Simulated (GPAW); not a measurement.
# Screening of a field by 2H-VSeTe monolayer, part 2 of 2

How does 2H-VSeTe monolayer screen a perpendicular field?

GPAW 26.7.0; GPAW, PAW setups; layer in a repeated cell with vacuum, relaxation of atoms and in-plane cell (the session's first sound run).

So far. Step 5 (Field on): The dipole is now -0.0613 e Å, against -0.028 in the run without a field.

## (6) Field on

Level of this step: GPAW, PAW setups; slab in vacuum (GPAW).

File run.py:

```python
import json
import numpy as np
from ase import Atoms
from gpaw import GPAW, PW
from gpaw.external import ConstantElectricField

slab = Atoms(
    ['Te', 'V', 'Se'],
    positions=[
        [0.00000, 2.00586, 9.00000],
        [-0.00000, -0.00000, 10.83901],
        [0.00000, 2.00586, 12.33867]],
    cell=[[3.47424, 0.0, 0.0], [-1.73712, 3.00878, 0.0], [0.0, 0.0, 21.3387]],
    pbc=[True, True, False],
    magmoms=[0.0, 1.0, 0.0])

slab.calc = GPAW(mode=PW(400), xc='PBE', kpts={'size': (9, 9, 1), 'gamma': True},
                 occupations={'name': 'fermi-dirac', 'width': 0.05}, nbands='160%',
                 convergence={'density': 1e-05}, maxiter=200,
                 poissonsolver={'dipolelayer': 'xy'},
                 external=ConstantElectricField(-0.05, [0, 0, 1]),
                 symmetry={'tolerance': 1e-3}, txt='slab.txt')
result = {}
energy = slab.get_potential_energy()
fermi = slab.calc.get_fermi_level()
v = slab.calc.get_electrostatic_potential().mean((0, 1)) - fermi
n = slab.calc.get_pseudo_density().mean((0, 1))
L = slab.cell[2, 2]
z = np.arange(len(v)) * L / len(v)
low, high = slab.positions[:, 2].min(), slab.positions[:, 2].max()
below, above = np.interp([low - 6.8, high + 6.8], z, v)
slopes = [np.interp(x, z, np.gradient(v, z)) for x in (low - 6.8, high + 6.8)]
eps = np.array([[slab.calc.get_eigenvalues(k, s) for k in range(len(slab.calc.get_ibz_k_points()))]
                for s in range(slab.calc.get_number_of_spins())]) - fermi
top, bottom = eps[eps < 0].max(), eps[eps > 0].min()
dipole = slab.get_dipole_moment()[2]
print(f'energy {energy:.4f} eV, Fermi level {fermi:.4f} eV, dipole {dipole:.5f} e A')
print(f'potential 6.8 A off the faces, from the Fermi level: lower {below:.4f} eV, upper {above:.4f} eV')
print(f'slope of the potential there: lower {slopes[0]:.5f}, upper {slopes[1]:.5f} eV/A')
print(f'nearest levels on the mesh: {top:.4f} and {bottom:.4f} eV')
print('magnetic moment', round(slab.get_magnetic_moment(), 3))
result.update(energy=energy, fermi=fermi, dipole=dipole, below=below, above=above, slopes=slopes, edges=[top, bottom],
              z=z.tolist(), v=v.tolist(), n=n.tolist(), positions=slab.positions.tolist(),
              forces=slab.get_forces(apply_constraint=False).tolist(), moments=slab.get_magnetic_moments().tolist())
json.dump(result, open('result.json', 'w'))
```

Started as:

```
$ OMP_NUM_THREADS=1 OPENBLAS_NUM_THREADS=1 python run.py
```

The program printed:

```text
energy -16.6918 eV, Fermi level -1.4330 eV, dipole -0.04444 e A
potential 6.8 A off the faces, from the Fermi level: lower 4.6853 eV, upper 5.4545 eV
slope of the potential there: lower 0.00006, upper -0.00003 eV/A
nearest levels on the mesh: -0.0470 and 0.0893 eV
magnetic moment 0.974
```

Wall time 2.5 min (1 thread of Intel Xeon at 2.60GHz (Ice Lake), shared host); peak memory 0.36 GiB.

## (7) Field on

Changes to run.py since step 6:

```diff
@@ -20,3 +20,3 @@
                  poissonsolver={'dipolelayer': 'xy'},
-                 external=ConstantElectricField(-0.05, [0, 0, 1]),
+                 external=ConstantElectricField(0.05, [0, 0, 1]),
                  symmetry={'tolerance': 1e-3}, txt='slab.txt')
```

The program printed:

```text
energy -16.6890 eV, Fermi level -1.4372 eV, dipole -0.01064 e A
potential 6.8 A off the faces, from the Fermi level: lower 4.9856 eV, upper 5.1696 eV
slope of the potential there: lower 0.00006, upper -0.00004 eV/A
nearest levels on the mesh: -0.0420 and 0.0863 eV
magnetic moment 0.972
```

It took 2.5 min on 1 thread; peak memory 0.36 GiB.

## (8) Field on

Changes to run.py since step 7:

```diff
@@ -20,3 +20,3 @@
                  poissonsolver={'dipolelayer': 'xy'},
-                 external=ConstantElectricField(0.05, [0, 0, 1]),
+                 external=ConstantElectricField(0.1, [0, 0, 1]),
                  symmetry={'tolerance': 1e-3}, txt='slab.txt')
```

The program printed:

```text
energy -16.6888 eV, Fermi level -1.4397 eV, dipole 0.00627 e A
potential 6.8 A off the faces, from the Fermi level: lower 5.1363 eV, upper 5.0277 eV
slope of the potential there: lower 0.00006, upper -0.00004 eV/A
nearest levels on the mesh: -0.0395 and 0.0848 eV
magnetic moment 0.971
```

It took 2.5 min on 1 thread; peak memory 0.36 GiB.

Table of electrostatic potential energy of an electron (without an applied field's), less the Fermi level, planar mean by z:

```
z (Å)  electrostatic potential energy of an electron (without an applied field's), less the Fermi level, planar mean (eV)
    0                                                                                                                5.08
    2                                                                                                                5.14
    4                                                                                                                5.14
    6                                                                                                                5.12
    8                                                                                                               0.932
   10                                                                                                               -3.05
   12                                                                                                               -11.4
   14                                                                                                                4.70
   16                                                                                                                5.03
   18                                                                                                                5.03
   20                                                                                                                5.03
```

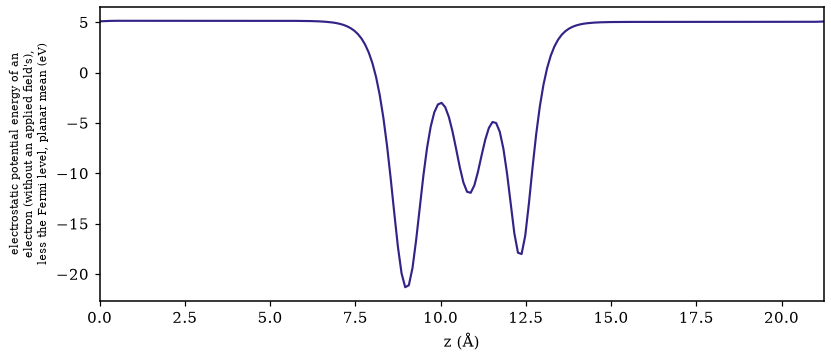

Electrostatic potential energy of an electron (without an applied field's), less the Fermi level, planar mean against z.

The dipole is now 0.00627 e Å, against -0.028 in the run without a field.

## (9) Field on

Changes to run.py since step 8:

```diff
@@ -20,3 +20,3 @@
                  poissonsolver={'dipolelayer': 'xy'},
-                 external=ConstantElectricField(0.1, [0, 0, 1]),
+                 external=ConstantElectricField(0.2, [0, 0, 1]),
                  symmetry={'tolerance': 1e-3}, txt='slab.txt')
```

The program printed:

```text
energy -16.6911 eV, Fermi level -1.4455 eV, dipole 0.04011 e A
potential 6.8 A off the faces, from the Fermi level: lower 5.4393 eV, upper 4.7448 eV
slope of the potential there: lower 0.00006, upper -0.00004 eV/A
nearest levels on the mesh: -0.0346 and 0.0818 eV
magnetic moment 0.969
```

Run time: 2.5 min. Hardware: 1 thread; peak memory 0.37 GiB.

Electrostatic potential energy of an electron (without an applied field's), less the Fermi level, planar mean against z:

```
z (Å)  electrostatic potential energy of an electron (without an applied field's), less the Fermi level, planar mean (eV)
    0                                                                                                                5.09
    2                                                                                                                5.44
    4                                                                                                                5.44
    6                                                                                                                5.42
    8                                                                                                                1.18
   10                                                                                                               -2.99
   12                                                                                                               -11.6
   14                                                                                                                4.42
   16                                                                                                                4.74
   18                                                                                                                4.74
   20                                                                                                                4.74
```

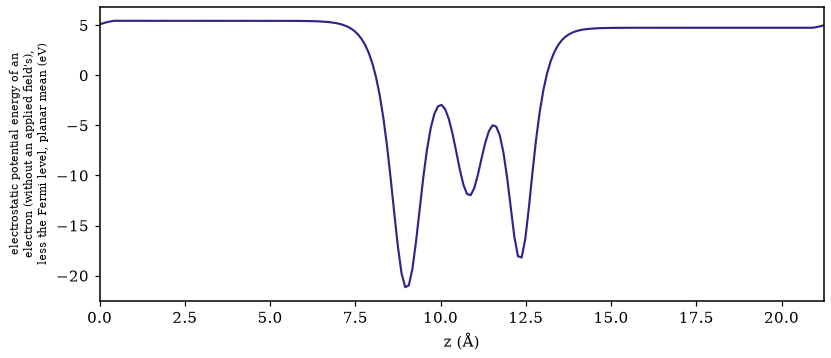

Electrostatic potential energy of an electron (without an applied field's), less the Fermi level, planar mean, plotted against z.

The dipole is now 0.0401 e Å, against -0.028 in the run without a field.

## (10) In a field

Changes to run.py since step 9:

```diff
@@ -20,3 +20,3 @@
                  poissonsolver={'dipolelayer': 'xy'},
-                 external=ConstantElectricField(0.2, [0, 0, 1]),
+                 external=ConstantElectricField(0.3, [0, 0, 1]),
                  symmetry={'tolerance': 1e-3}, txt='slab.txt')
```

The program printed:

```text
energy -16.6967 eV, Fermi level -1.4523 eV, dipole 0.07400 e A
potential 6.8 A off the faces, from the Fermi level: lower 5.7442 eV, upper 4.4631 eV
slope of the potential there: lower 0.00005, upper -0.00004 eV/A
nearest levels on the mesh: -0.0297 and 0.0787 eV
magnetic moment 0.967
```

The job ended after 2.6 min (1 thread; peak memory 0.37 GiB).

The dipole is now 0.0740 e Å, against -0.028 in the run without a field.

## (11) The series

The members are put on one axis.

This step: induced dipole against applied field (GPAW 26.7.0).

The dipole along the normal by field:

```
field (V/Å)  dipole along the normal (e·Å)
     -0.200                        -0.0951
     -0.100                        -0.0613
     -0.050                        -0.0444
      0.000                        -0.0277
      0.050                        -0.0106
      0.100                        0.00627
      0.200                         0.0401
      0.300                         0.0740
```

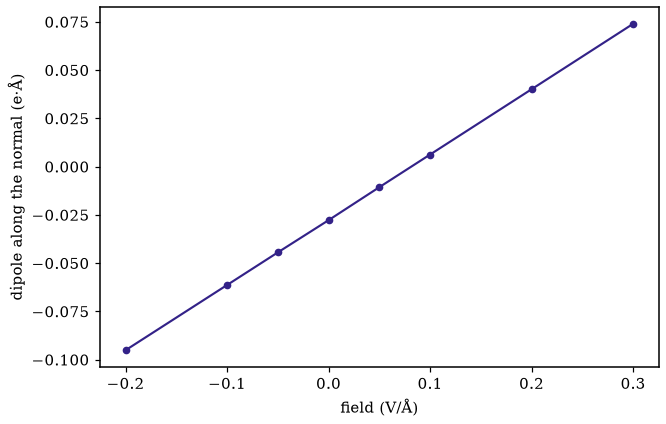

Dipole along the normal, plotted against field.

## (12) A changed run

One more run, with changed settings.

This step: GPAW, PAW setups; slab in vacuum (GPAW 26.7.0).

Changes to run.py since step 10:

```diff
@@ -4,3 +4,2 @@
 from gpaw import GPAW, PW
-from gpaw.external import ConstantElectricField
 
@@ -17,6 +16,5 @@
 slab.calc = GPAW(mode=PW(400), xc='PBE', kpts={'size': (9, 9, 1), 'gamma': True},
-                 occupations={'name': 'fermi-dirac', 'width': 0.05}, nbands='160%',
-                 convergence={'density': 1e-05}, maxiter=200,
+                 occupations={'name': 'fermi-dirac', 'width': 1.0}, nbands='160%',
+                 convergence={'density': 1e-05}, maxiter=50,
                  poissonsolver={'dipolelayer': 'xy'},
-                 external=ConstantElectricField(0.3, [0, 0, 1]),
                  symmetry={'tolerance': 1e-3}, txt='slab.txt')
```

The program printed:

```text
energy -16.6050 eV, Fermi level -1.3736 eV, dipole -0.01932 e A
potential 6.8 A off the faces, from the Fermi level: lower 5.0619 eV, upper 5.3988 eV
slope of the potential there: lower -0.03132, upper 0.02355 eV/A
nearest levels on the mesh: -0.0270 and 0.0047 eV
magnetic moment -0.0
```

Elapsed: 56 s, on 1 thread; peak memory 0.26 GiB.

The run finished. A setting was moved off its sound value on purpose, so it serves as a test and not as the result.

The fault put into the input: a smearing of electronvolts (width = 1.0).

The two runs compared:

```
                     quantity   this run  sound run  difference
dipole along the normal (e·Å)  -0.019318  -0.027733     0.00841
 sum of the site moments (μB)  -4.717e-6    0.83266      -0.833
```

One result that differs is the sum of the site moments, -4.7e-6 μB against 0.833 μB.

## (13) Summary of results

```json
{"work function, upper and lower face": "5.312 and 4.835 eV", "dipole along the normal": "-0.0277 e Å", "induced dipole per field": "0.338 e Å per V/Å", "out-of-plane polarisability per area, α/(ε0 A)": "5.85 Å"}
```

What this shows: The field induces 0.338 e Å per V/Å, a polarisable thickness α/(ε0 A) of 5.85 Å beside 3.34 Å between the outermost nuclei. A perfect conductor would give the distance between its two image planes; a dielectric of thickness t gives t(1 - 1/ε). The two faces differ by 0.48 eV, the step that the slab's dipole makes (e p/(ε0 A) gives 0.48 eV), so the dipole layer is needed. The induced dipole is linear in the field over this range. The relaxation of atoms and cell ran in a fully periodic cell without the dipole layer, so the atoms of this polar layer felt a small spurious field. One magnetic start was tried; another order may lie lower. The layer's cell and atoms come from the relaxation; spin-orbit coupling and temperature are left out.

[Logs are printed without paths, hosts, clocks, repeated set-up lines and the standing remarks that a program may print on its own settings, such as how far it seeks lower states.]

[Hosts, paths, dates, database ids (printed as entryN), source tags and the programs' standing remarks are cut or masked in the printed files.]
